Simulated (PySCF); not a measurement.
Vertical excitations of a molecule C2H6ClInO from TDDFT-PBE/def2-SVPD (PySCF), as energy in eV (oscillator strength): 4.76 (0.003), 4.89 (0.050), 5.16 (0.000), 5.24 (0.028), 5.34 (0.016), 5.58 (0.120), 5.68 (0.012), 5.92 (0.001), 5.95 (0.128), 6.13 (0.179). Lowest triplet (TDA): 4.33 eV. The structure is a stationary point at PBE0-D3(BJ)/def2-SVP. The def2 effective core potentials stand for the cores of In; spin–orbit coupling is left out. One conformer was computed; it need not be the lowest.

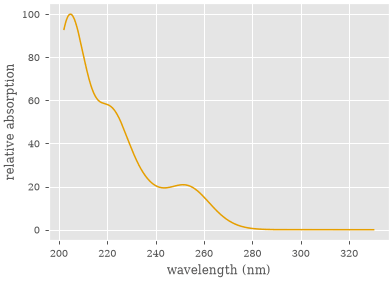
Fig. 1. The lines broadened by 0.4 eV.

Task: Which molecule gave these data?
A. CC[O][InH][Cl]
B. C[O][In]([CH3])[Cl]
C. C[CH2][In]([OH])[Cl]

Result: C, C[CH2][In]([OH])[Cl]
